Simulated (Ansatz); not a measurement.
# B2ClH3OS: from a rough start to a minimum

The task is to find a stationary geometry of B2ClH3OS, check the end point by its vibrations and derive ideal-gas thermochemistry, and look at its orbitals and charge.

The runs use Ansatz 0.2.0, Gaussian basis; RKS PBE0-D4/def2-TZVP.

Plan: relaxation at PBE-D4/def2-SVP; relaxation at PBE0-D4/def2-TZVP; harmonic vibrations at the same level; a single point in def2-TZVPP for the fields.

## Step 1: The starting structure

SMILES `BSB(O)Cl`, 8 atoms, charge 0, spin multiplicity 1.

Atoms are counted from 1 here; the program's logs count them from 0.

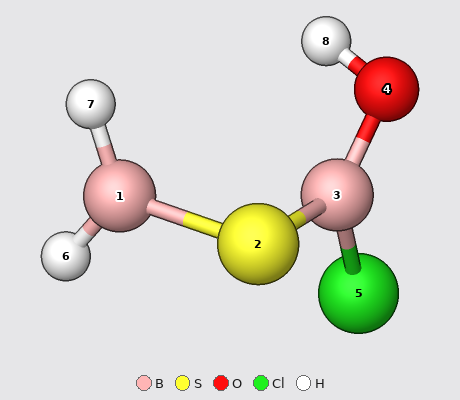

As it starts; boron pink, sulfur yellow, oxygen red, chlorine green, hydrogen white; atoms are numbered from 1 in the order of the file.

Coordinates:

```xyz
8
charge 0, multiplicity 1
B    -0.6687   -0.0274    1.4384
S    -0.2800    1.4914    0.3452
B     0.6113    0.4160   -0.9055
O     0.0095   -0.1414   -2.0392
Cl    2.4513    0.0979   -0.6988
H     0.0116   -0.3027    2.2918
H    -1.6914   -0.5763    1.2362
H    -0.3515   -1.0146   -1.7239
```

The start is a force-field geometry with small random shifts, so a cheaper pass at PBE-D4/def2-SVP comes first.

## Step 2: Geometry optimisation, PBE-D4/def2-SVP (cheap first pass)

The input, in.yaml:

```yaml
crystal:
  periodic: [false, false, false]
  atoms:
    - {symbol: B, position_ang: [-0.668700, -0.027400, 1.438400]}
    - {symbol: S, position_ang: [-0.280000, 1.491400, 0.345200]}
    - {symbol: B, position_ang: [0.611300, 0.416000, -0.905500]}
    - {symbol: O, position_ang: [0.009500, -0.141400, -2.039200]}
    - {symbol: Cl, position_ang: [2.451300, 0.097900, -0.698800]}
    - {symbol: H, position_ang: [0.011600, -0.302700, 2.291800]}
    - {symbol: H, position_ang: [-1.691400, -0.576300, 1.236200]}
    - {symbol: H, position_ang: [-0.351500, -1.014600, -1.723900]}
basis:
  gaussian: {orbitals: def2-SVP}
hamiltonian: {xc: pbe, dispersion: d4}
relax: {f_tol: 0.03, max_steps: 200}
```

Started as:

```
$ ansatz run in.yaml --threads 2 --pin off --events-out ev --progress --plain --max-ram 4352MiB
```

Standard output (excerpt; [...] marks lines left out):

```text
Functional definition: PBE
  name "PBE"
  cite "Perdew, Burke & Ernzerhof, Phys. Rev. Lett. 77, 3865 (1996) doi:10.1103/PhysRevLett.77.3865"
  parent pbe
[...]
1025 factors; their error is unknown
[...]
mean field -26784.09126804 eV, -984.2971991914 hartree, gradient 2.3e-5 eV, S^2 0.000000; 0 other end points of the search recorded, 0 dependent functions left out
[...]
reference -26784.09129997 eV, -984.2972003647 hartree; 27, 27 occupied and 66, 66 virtual orbitals, 1025 factors
relax step   1: F+E_penalty+E_count = -26784.29517115 eV  Δ(F+E_penalty+E_count) = +0.000e0 eV  max|allowed force component| = 2.094e0 eV/Å  Δτ_max = 0.0000 Å  (28 SCF iters, accepted)
[...]
relax step   8: F+E_penalty+E_count = -26785.75855642 eV  Δ(F+E_penalty+E_count) = -1.331e-1 eV  max|allowed force component| = 7.288e-1 eV/Å  Δτ_max = 0.2000 Å  (29 SCF iters, accepted)
[...]
relax step  15: F+E_penalty+E_count = -26785.99319476 eV  Δ(F+E_penalty+E_count) = +3.156e-3 eV  max|allowed force component| = 5.411e-1 eV/Å  Δτ_max = 0.1958 Å  (34 SCF iters, rejected (line search))
[...]
relax step  22: F+E_penalty+E_count = -26786.02157457 eV  Δ(F+E_penalty+E_count) = -1.420e-3 eV  max|allowed force component| = 8.502e-2 eV/Å  Δτ_max = 0.0535 Å  (27 SCF iters, accepted)
[...]
relax step  27: F+E_penalty+E_count = -26786.02576529 eV  Δ(F+E_penalty+E_count) = -8.159e-5 eV  max|allowed force component| = 5.774e-2 eV/Å  Δτ_max = 0.0511 Å  (28 SCF iters, accepted)
[...]
relax step  28: F+E_penalty+E_count = -26786.02606565 eV  Δ(F+E_penalty+E_count) = -3.004e-4 eV  max|allowed force component| = 2.282e-2 eV/Å  Δτ_max = 0.0046 Å  (30 SCF iters, accepted)
1025 factors; their error is unknown
[...]
mean field -26785.82108809 eV, -984.3607689056 hartree, gradient 6.3e-6 eV, S^2 0.000000; 1 other end points of the search recorded, 0 dependent functions left out
[...]
reference -26785.82112079 eV, -984.3607701072 hartree; 27, 27 occupied and 66, 66 virtual orbitals, 1025 factors
Total energy: -26786.02609835 eV, -984.3683028937 hartree
Atom 0 at    -0.698529     0.046731     1.678253 Å, force     0.012209    -0.012652     0.022822 eV/Å
Atom 1 at    -1.029798     0.074377    -0.081205 Å, force    -0.012122    -0.002530    -0.013421 eV/Å
Atom 2 at     0.602734    -0.046024    -0.966350 Å, force     0.010013     0.015978    -0.009446 eV/Å
Atom 3 at     0.601651    -0.063692    -2.321340 Å, force     0.007699    -0.006622     0.009555 eV/Å
Atom 4 at     2.162469    -0.130075    -0.153143 Å, force    -0.005579    -0.005208    -0.006061 eV/Å
Atom 5 at     0.429022    -0.039852     2.107234 Å, force    -0.006639     0.005274    -0.007089 eV/Å
Atom 6 at    -1.680761     0.115754     2.385019 Å, force    -0.002622     0.005011    -0.001317 eV/Å
Atom 7 at    -0.294688    -0.014319    -2.704268 Å, force    -0.002958     0.000749     0.004956 eV/Å
Dipole moment:    -0.244292     0.010783    -0.261023 e Å
```

Run time: 37 s. Hardware: 2 threads of Intel Xeon Platinum 8488C, shared host.

Along the way: (the energy doesn't fall at every step)

| step | energy from step 1 (eV) | largest force component (eV/Å) |
| --- | --- | --- |
| 1 | 0.0000 | 2.0937 |
| 2 | -0.2335 | 1.2836 |
| 3 | -0.4091 | 1.5539 |
| 4 | -0.7093 | 0.7339 |
| 5 | -0.9490 | 0.6707 |
| 6 | -1.1648 | 1.0967 |
| 7 | -1.3303 | 0.7815 |
| 8 | -1.4634 | 0.7288 |
| 9 | -1.5752 | 0.3565 |
| 10 | -1.6393 | 0.1620 |
| 11 | -1.6584 | 0.4008 |
| 12 | -1.6736 | 0.2114 |
| 13 | -1.6796 | 0.3044 |
| 14 | -1.7012 | 0.1414 |
| 15 | -1.6980 | 0.5411 |
| 16 | -1.7102 | 0.0861 |
| 17 | -1.7169 | 0.1392 |
| 18 | -1.7155 | 0.3583 |
| 19 | -1.7216 | 0.0714 |
| 20 | -1.7250 | 0.0643 |
| 21 | -1.7239 | 0.2428 |
| 22 | -1.7264 | 0.0850 |
| 23 | -1.7285 | 0.0533 |
| 24 | -1.7293 | 0.1111 |
| 25 | -1.7297 | 0.0870 |
| 26 | -1.7305 | 0.0336 |
| 27 | -1.7306 | 0.0577 |
| 28 | -1.7309 | 0.0228 |

Close pairs (by a distance rule), those that changed most:

| bond | before (Å) | after (Å) | change (Å) |
| --- | --- | --- | --- |
| B1–S2 | 1.911 | 1.791 | -0.121 |
| B3–Cl5 | 1.879 | 1.761 | -0.118 |
| B1–H6 | 1.126 | 1.210 | +0.084 |
| B3–O4 | 1.399 | 1.355 | -0.044 |
| B1–H7 | 1.178 | 1.212 | +0.034 |
| O4–H8 | 0.996 | 0.976 | -0.020 |
| S2–B3 | 1.875 | 1.861 | -0.014 |

## Step 3: Relaxation at PBE0-D4/def2-TZVP

The input, in.yaml:

```yaml
crystal:
  periodic: [false, false, false]
  atoms:
    - {symbol: B, position_ang: [-0.698529, 0.046731, 1.678253]}
    - {symbol: S, position_ang: [-1.029798, 0.074377, -0.081205]}
    - {symbol: B, position_ang: [0.602734, -0.046024, -0.966350]}
    - {symbol: O, position_ang: [0.601651, -0.063692, -2.321340]}
    - {symbol: Cl, position_ang: [2.162469, -0.130075, -0.153143]}
    - {symbol: H, position_ang: [0.429022, -0.039852, 2.107234]}
    - {symbol: H, position_ang: [-1.680761, 0.115754, 2.385019]}
    - {symbol: H, position_ang: [-0.294688, -0.014319, -2.704268]}
basis:
  gaussian: {orbitals: def2-TZVP}
hamiltonian: {xc: pbe0, dispersion: d4}
relax: {f_tol: 0.005, max_steps: 150}
```

Same command.

Standard output (excerpt; [...] marks lines left out):

```text
Functional definition: PBE0
  name "PBE0"
  cite "Adamo & Barone, J. Chem. Phys. 110, 6158 (1999) doi:10.1063/1.478522"
  cite "Perdew, Burke & Ernzerhof, Phys. Rev. Lett. 77, 3865 (1996) doi:10.1103/PhysRevLett.77.3865"
  parent pbe
[...]
1160 factors; their error is unknown
[...]
mean field -26800.01987181 eV, -984.8825645832 hartree, gradient 4.1e-5 eV, S^2 0.000000; 0 other end points of the search recorded, 0 dependent functions left out
[...]
reference -26800.01990287 eV, -984.8825657246 hartree; 27, 27 occupied and 158, 158 virtual orbitals, 1160 factors
relax step   1: F+E_penalty+E_count = -26800.19335892 eV  Δ(F+E_penalty+E_count) = +0.000e0 eV  max|allowed force component| = 6.332e-1 eV/Å  Δτ_max = 0.0000 Å  (28 SCF iters, accepted)
[...]
reference -26800.04510995 eV, -984.8834920675 hartree; 27, 27 occupied and 158, 158 virtual orbitals, 1160 factors
Total energy: -26800.21954475 eV, -984.8899024281 hartree
Atom 0 at    -0.692378     0.046878     1.667940 Å, force     0.000442    -0.000210    -0.000258 eV/Å
Atom 1 at    -1.023947     0.057740    -0.080391 Å, force    -0.000853    -0.000735     0.001403 eV/Å
Atom 2 at     0.593690    -0.049385    -0.954877 Å, force    -0.000427     0.002856    -0.000951 eV/Å
Atom 3 at     0.593226    -0.057256    -2.300497 Å, force    -0.000750    -0.001083    -0.001734 eV/Å
Atom 4 at     2.142790    -0.141201    -0.151491 Å, force     0.000381    -0.000881     0.000539 eV/Å
Atom 5 at     0.415754    -0.020715     2.088868 Å, force     0.000346     0.000015     0.000162 eV/Å
Atom 6 at    -1.653838     0.111612     2.368170 Å, force    -0.000670     0.000122     0.000175 eV/Å
Atom 7 at    -0.283197    -0.004775    -2.693522 Å, force     0.001531    -0.000084     0.000663 eV/Å
Dipole moment:    -0.280724     0.016459    -0.163001 e Å
```

Wall time 46 s (2 threads of Intel Xeon Platinum 8488C, shared host); peak memory 0.47 GiB.

The steps of the relaxation: (the energy doesn't fall at every step)

| step | energy from step 1 (eV) | largest force component (eV/Å) |
| --- | --- | --- |
| 1 | 0.0000 | 0.6332 |
| 2 | -0.0224 | 0.1968 |
| 3 | -0.0175 | 0.3451 |
| 4 | -0.0239 | 0.2227 |
| 5 | -0.0261 | 0.0292 |
| 6 | -0.0261 | 0.0107 |
| 7 | -0.0261 | 0.0057 |
| 8 | -0.0262 | 0.0053 |
| 9 | -0.0262 | 0.0046 |
| 10 | -0.0261 | 0.0061 |
| 11 | -0.0262 | 0.0029 |

The force was under the threshold of 0.005 eV/Å already at step 9, but the program went on to step 11.

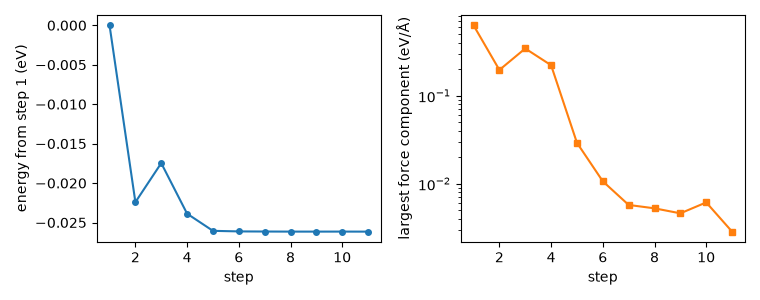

Energy and force, step by step.

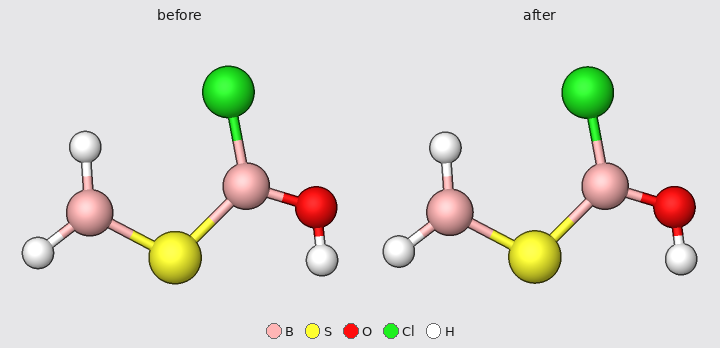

Before and after, at one scale.

Distances of close pairs at the start and the end, largest changes first:

| bond | before (Å) | after (Å) | change (Å) |
| --- | --- | --- | --- |
| B1–H6 | 1.210 | 1.187 | -0.022 |
| B1–H7 | 1.212 | 1.191 | -0.021 |
| S2–B3 | 1.861 | 1.842 | -0.019 |
| O4–H8 | 0.976 | 0.962 | -0.014 |
| B3–Cl5 | 1.761 | 1.747 | -0.014 |
| B1–S2 | 1.791 | 1.780 | -0.011 |
| B3–O4 | 1.355 | 1.346 | -0.009 |

Mulliken charges at the end point, from the run's report:

| atom | value (e) |
| --- | --- |
| B1 | -0.06 |
| S2 | -0.14 |
| B3 | 0.25 |
| O4 | -0.34 |
| Cl5 | -0.13 |
| H6 | 0.04 |
| H7 | 0.04 |
| H8 | 0.34 |

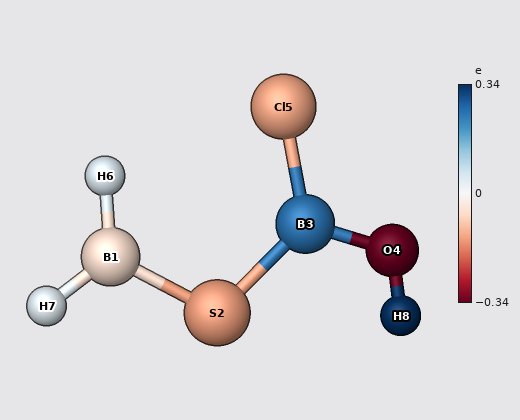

Mulliken charges at the end point, from the run's report, as colours on the atoms.

## Step 4: Harmonic vibrations

The input, in.yaml:

```yaml
crystal:
  periodic: [false, false, false]
  atoms:
    - {symbol: B, position_ang: [-0.692378, 0.046878, 1.667940]}
    - {symbol: S, position_ang: [-1.023947, 0.057740, -0.080391]}
    - {symbol: B, position_ang: [0.593690, -0.049385, -0.954877]}
    - {symbol: O, position_ang: [0.593226, -0.057256, -2.300497]}
    - {symbol: Cl, position_ang: [2.142790, -0.141201, -0.151491]}
    - {symbol: H, position_ang: [0.415754, -0.020715, 2.088868]}
    - {symbol: H, position_ang: [-1.653838, 0.111612, 2.368170]}
    - {symbol: H, position_ang: [-0.283197, -0.004775, -2.693522]}
basis:
  gaussian: {orbitals: def2-TZVP}
hamiltonian: {xc: pbe0, dispersion: d4}
phonons: {temperatures: {t_min: 298.15, t_max: 900, t_step: 200}}
```

Same command.

Standard output (excerpt; [...] marks lines left out):

```text
Functional definition: PBE0
  name "PBE0"
  cite "Adamo & Barone, J. Chem. Phys. 110, 6158 (1999) doi:10.1063/1.478522"
  cite "Perdew, Burke & Ernzerhof, Phys. Rev. Lett. 77, 3865 (1996) doi:10.1103/PhysRevLett.77.3865"
  parent pbe
[...]
1160 factors; their error is unknown
[...]
mean field -26800.04507913 eV, -984.8834909351 hartree, gradient 3.9e-5 eV, S^2 0.000000; 0 other end points of the search recorded, 0 dependent functions left out
[...]
reference -26800.04511006 eV, -984.8834920718 hartree; 27, 27 occupied and 158, 158 virtual orbitals, 1160 factors
[...]
1160 factors; their error is unknown
mean field -26800.04493013 eV, -984.8834854594 hartree, gradient 3.0e-6 eV, S^2 0.000000; 0 other end points of the search recorded, 0 dependent functions left out
[...]
reference -26800.04496106 eV, -984.8834865960 hartree; 27, 27 occupied and 158, 158 virtual orbitals, 1160 factors
[...]
Atom 0 at    -0.692378     0.046878     1.667940 Å, force     0.000437    -0.000216    -0.000260 eV/Å
Atom 1 at    -1.023947     0.057740    -0.080391 Å, force    -0.000856    -0.000734     0.001404 eV/Å
Atom 2 at     0.593690    -0.049385    -0.954877 Å, force    -0.000426     0.002855    -0.000911 eV/Å
Atom 3 at     0.593226    -0.057256    -2.300497 Å, force    -0.000785    -0.001081    -0.001788 eV/Å
Atom 4 at     2.142790    -0.141201    -0.151491 Å, force     0.000384    -0.000881     0.000539 eV/Å
Atom 5 at     0.415754    -0.020715     2.088868 Å, force     0.000349     0.000017     0.000163 eV/Å
Atom 6 at    -1.653838     0.111612     2.368170 Å, force    -0.000668     0.000124     0.000174 eV/Å
Atom 7 at    -0.283197    -0.004775    -2.693522 Å, force     0.001565    -0.000085     0.000679 eV/Å
Dipole moment:    -0.280724     0.016459    -0.163002 e Å
Vibrations: 45.76 196.88 311.63 326.21 345.00 525.48 527.25 578.27 788.29 812.55 880.07 949.69 1120.27 1198.09 1358.91 2622.81 2736.31 3863.11 cm⁻¹, zero-point energy 1.189417 eV
```

It took 2.1 min on 2 threads of Intel Xeon Platinum 8488C, shared host; peak memory 0.47 GiB.

Motions are named by where the mode's potential energy lies. The modes, unscaled (a negative number is an imaginary wavenumber):

| mode | cm⁻¹ | motion |
| --- | --- | --- |
| 1 | 46 | torsion |
| 2 | 197 | bend |
| 3 | 312 | bend |
| 4 | 326 | torsion |
| 5 | 345 | bend |
| 6 | 525 | torsion |
| 7 | 527 | B–S and B–Cl stretch |
| 8 | 578 | torsion |
| 9 | 788 | bend with B–S stretch |
| 10 | 813 | B–S stretch |
| 11 | 880 | bend with B–Cl stretch |
| 12 | 950 | out-of-plane bend with torsion |
| 13 | 1120 | bend |
| 14 | 1198 | bend |
| 15 | 1359 | B–O stretch |
| 16 | 2623 | B–H stretch |
| 17 | 2736 | B–H stretch |
| 18 | 3863 | O–H stretch |

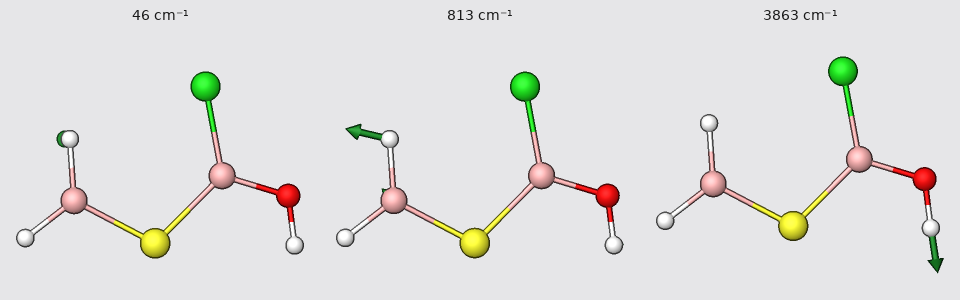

How the atoms move in 3 of the modes.

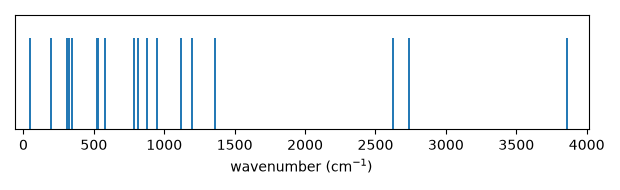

The harmonic wavenumbers as sticks (no intensities were computed).

Ideal gas, rigid rotor and harmonic oscillator at 298.15 K and 1 bar, with symmetry number 1:

| term | value |
| --- | --- |
| zero-point energy | 114.8 kJ/mol |
| H(298) − E | 133.8 kJ/mol |
| entropy, translation | 167.3 J/(mol K) |
| entropy, rotation | 114.5 J/(mol K) |
| entropy, vibration | 56.3 J/(mol K) |
| entropy, total | 338.0 J/(mol K) |

## Step 5: Orbitals, density and potential

in.yaml: that of step 4 with these lines changed.

```diff
@@ -12,4 +12,4 @@
 basis:
-  gaussian: {orbitals: def2-TZVP}
+  gaussian: {orbitals: def2-TZVPP}
 hamiltonian: {xc: pbe0, dispersion: d4}
-phonons: {temperatures: {t_min: 298.15, t_max: 900, t_step: 200}}
+output: {orbitals: {seedname: orbitals}}
```

Launched as before.

Standard output:

```text
Functional definition: PBE0
  name "PBE0"
  cite "Adamo & Barone, J. Chem. Phys. 110, 6158 (1999) doi:10.1063/1.478522"
  cite "Perdew, Burke & Ernzerhof, Phys. Rev. Lett. 77, 3865 (1996) doi:10.1103/PhysRevLett.77.3865"
  parent pbe
  parameter a = 0.25
  parameter kappa = 0.804
  parameter beta = 0.06672455060314922
  exchange = (1 - a)*pbe_x(kappa = kappa, mu = beta*pi^2/3) + a*exact_x
  correlation = pbe_c(beta = beta)
1306 factors; their error is unknown
mean field evaluation 1: about -26795.4182 eV, gradient 5.1e1 eV
mean field evaluation 2: about -26789.1394 eV, gradient 7.8e1 eV
mean field evaluation 4: about -26800.0268 eV, gradient 3.2e0 eV
mean field evaluation 8: about -26800.0528 eV, gradient 8.7e-2 eV
mean field evaluation 16: about -26800.0974 eV, gradient 4.6e-5 eV
mean field -26800.09743818 eV, -984.8854150947 hartree, gradient 4.6e-5 eV, S^2 0.000000; 0 other end points of the search recorded, 0 dependent functions left out
reference -26800.09746931 eV, -984.8854162385 hartree; 27, 27 occupied and 192, 192 virtual orbitals, 1306 factors
Total energy: -26800.27190411 eV, -984.8918265992 hartree
```

Run time: 3.1 s. Hardware: 2 threads of Intel Xeon Platinum 8488C, shared host; peak memory 0.52 GiB.

Orbitals, density, ELF and potential are computed afterwards from the orbital file.

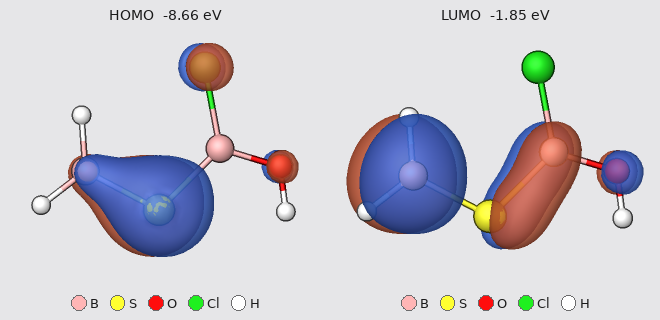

Frontier orbitals at PBE0-D4/def2-TZVPP; each surface holds 70 % of the orbital's density, blue and red mark the sign.

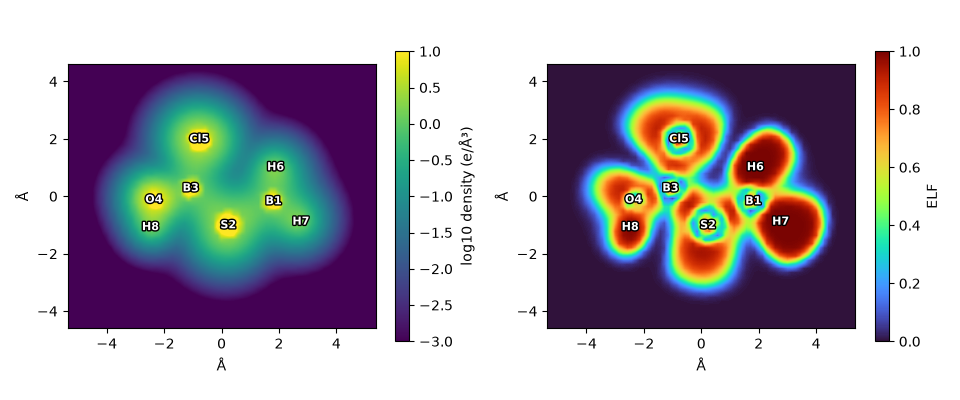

Density (left) and ELF (right) in a plane through or near 8 of the atoms.

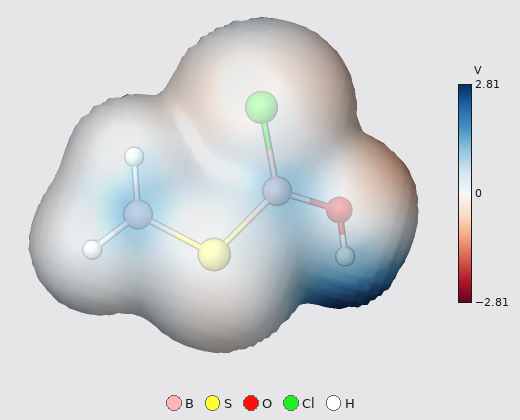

Electrostatic potential on the surface of density 0.002 e/bohr³; red is low, blue high. It runs, from the 1st to the 99th percentile, from -0.81 V near O4 to 2.81 V near H8.

## Step 6: Summary of results

```
                  quantity            value
               point group               Cs
                     steps          28 + 11
shift from the start (rms)          0.993 Å
              total energy   -26800.2195 eV
           dispersion term         -174 meV
             dipole moment           1.56 D
lowest, highest wavenumber    46, 3863 cm⁻¹
         zero-point energy     114.8 kJ/mol
       entropy at 298.15 K  338.0 J/(mol K)
                HOMO, LUMO  -8.66, -1.85 eV
```

In words: The relaxed geometry lies 0.99 Å (rms) from the start; the bond that changed most is B1–S2, from 1.911 to 1.780 Å. No mode is imaginary: a true minimum at this level. The stiffest mode, 3863 cm⁻¹, is an O–H stretch, and 2 modes under 200 cm⁻¹ make the vibrational entropy uncertain. Harmonic hybrid wavenumbers usually lie a few per cent above measured fundamentals. The largest Mulliken charge, -0.34 e, sits on O4. The HOMO lies mostly on S2 70 %; B1 12 % and the LUMO on B1 45 %; B3 13 %.
